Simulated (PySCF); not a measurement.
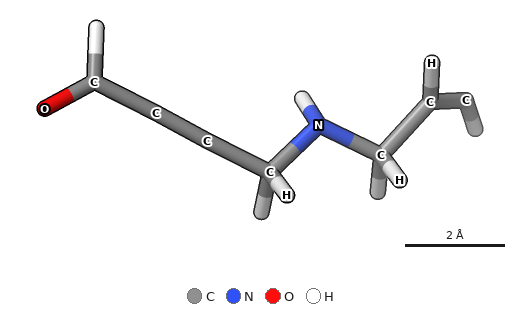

**Figure 1.** The input geometry (stick view, seen at a tilt). Bond lengths as drawn: C–C 1.21 to 1.53 Å, C–H 1.06 to 1.11 Å, C–N 1.45 Å, C–O 1.20 Å and H–N 1.02 Å.

## C7H8NO: EPR calculation

The run: EPR calculation of C7H8NO, multiplicity 2. Method and program: UKS B3LYP, pcH-1 on C H N O, non-relativistic, mean-field spin-orbit, GIAO (PySCF 2.14.0).

It belongs to a series of runs on one base structure; here: H removed from sp2 C.

The program's output:
```
UKS, coarse grid
  cycle   1  E = -401.19825356  |g| = 6.30e-01
  cycle   2  E = -400.61458776  |g| = 1.35e+00
  cycle   3  E = -401.34638207  |g| = 1.75e-01
  cycle   4  E = -401.35912394  |g| = 7.78e-02
  cycle   5  E = -401.36133529  |g| = 3.81e-02
  cycle   6  E = -401.36197420  |g| = 1.32e-02
  cycle   7  E = -401.36206447  |g| = 4.71e-03
  cycle   8  E = -401.36208126  |g| = 2.13e-03
  cycle   9  E = -401.36208832  |g| = 1.43e-03
  cycle  10  E = -401.36209112  |g| = 6.29e-04
UKS, final grid
  cycle   1  E = -401.36210660  |g| = 9.68e-04
  cycle   2  E = -401.36210557  |g| = 1.90e-03
  cycle   3  E = -401.36210716  |g| = 2.40e-04
  cycle   4  E = -401.36210720  |g| = 1.25e-04
  cycle   5  E = -401.36210724  |g| = 1.02e-04
  cycle   6  E = -401.36210725  |g| = 2.95e-05
E = -401.36210725 Eh   <S^2> = 0.7588 (exact 0.7500)
g shifts (ppm)      1          2          3
  rmc          -149       -149       -149
  gc             34          6        -65
  oz_so        -448         17        570
  total        -562       -126        356
hyperfine (MHz)  atom isotope    a_iso     a_fc   dipolar eigenvalues
    0   13C     315.69     315.69    -82.18    -60.59    142.77
    1   13C     -14.07     -14.07    -19.00      2.55     16.45
    2   13C      92.74      92.74     -8.55     -7.89     16.44
    3   14N      -2.05      -2.05     -0.18     -0.17      0.35
    4   13C       5.13       5.13     -0.39     -0.32      0.71
    5   13C       1.79       1.79     -0.18     -0.11      0.29
    6   13C       0.27       0.27     -0.13      0.03      0.10
    7   13C      -0.01      -0.01     -0.04     -0.03      0.07
    8   17O      -0.00      -0.00     -0.04      0.01      0.03
    9    1H      34.64      34.64    -32.80     -6.75     39.55
   10    1H     117.39     117.39     -6.45     -5.30     11.75
   11    1H      -7.30      -7.30     -4.12     -1.83      5.94
   12    1H      -6.39      -6.39     -6.13     -1.37      7.50
   13    1H       1.43       1.43     -1.73     -1.22      2.95
   14    1H       0.13       0.13     -0.77     -0.62      1.38
   15    1H       0.10       0.10     -0.76     -0.62      1.38
   16    1H       0.06       0.06     -0.15     -0.14      0.29
```

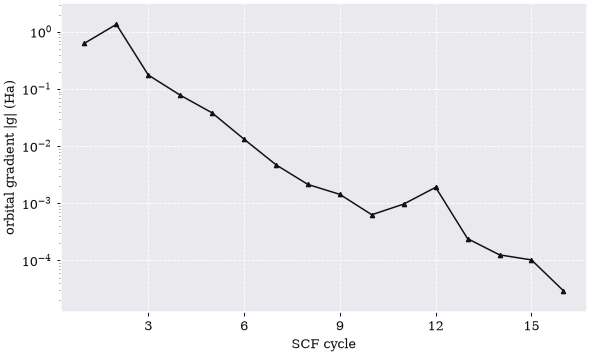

**Figure 2.** Convergence of the self-consistent field: orbital gradient |g| against the SCF cycle. All cycles printed in the log are drawn one after another.

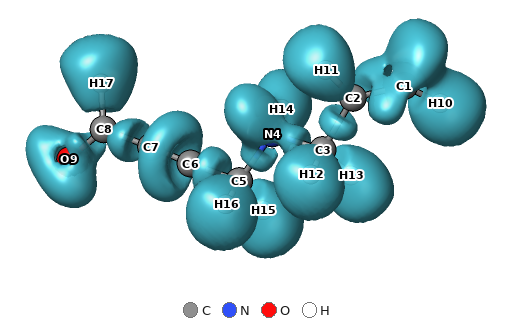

**Figure 3.** Isosurface of the electron localisation function at 0.75 (cyan), seen at a tilt. Core shells and regions of very low density are left out. Values along the shortest contacts: C–O (1.20 Å): the ELF peaks at about 0.85 between the atoms (a multiple bond by its length, whose ELF region spreads away from the axis). C–C (1.21 Å): the ELF peaks at about 0.85 between the atoms; a double or triple bond.

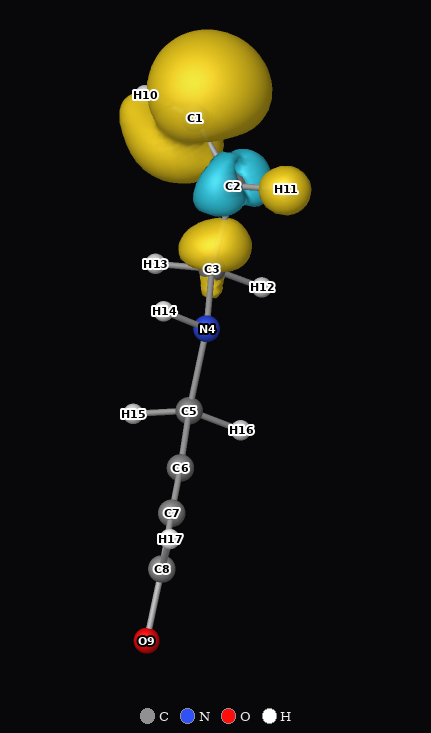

**Figure 4.** Isosurfaces of the spin density (α minus β) at +0.03 (yellow) and −0.03 e/Å³ (cyan), seen at an oblique angle. The unpaired spin (1 electron) lies mostly on C1 (about 0.8), in electrons by Hirshfeld's partition.

The run was set up as follows.

Input file:
```
{"job": {"kind": "epr", "basis": "pcH-1"}, "charge": 0, "multiplicity": 2}
C     -2.516886    -1.349994     2.736077
C     -2.265776    -0.584425     1.730652
C     -1.535103    -0.983155     0.452257
N     -0.472269    -0.033265     0.201289
C      0.252667    -0.305236    -1.029187
C      1.343911     0.621574    -1.216647
C      2.262483     1.396690    -1.317733
C      3.349892     2.301794    -1.484316
O      4.124625     2.307154    -2.404426
H     -2.379793    -2.360549     3.042027
H     -2.554007     0.460119     1.725869
H     -2.244086    -0.926091    -0.381911
H     -1.181303    -2.025249     0.536451
H      0.169273    -0.010954     0.989236
H      0.664769    -1.333135    -1.070719
H     -0.447429    -0.194830    -1.867132
H      3.422036     3.031581    -0.651698
```

The first line tells a small driver script what to run in PySCF; the rest is the geometry in Å.

Command:
```bash
OMP_NUM_THREADS=1 python <driver script> task.json out
```

Results in brief:

| quantity | value |
| --- | --- |
| outcome | converged |
| total energy | −401.362107 hartree |
| ⟨S²⟩ | 0.759 |
| isotropic g | 2.0022 |
| hardware | 1 CPU thread, shared host |
| wall time | 83 s |
| peak memory | 1.1 GiB |
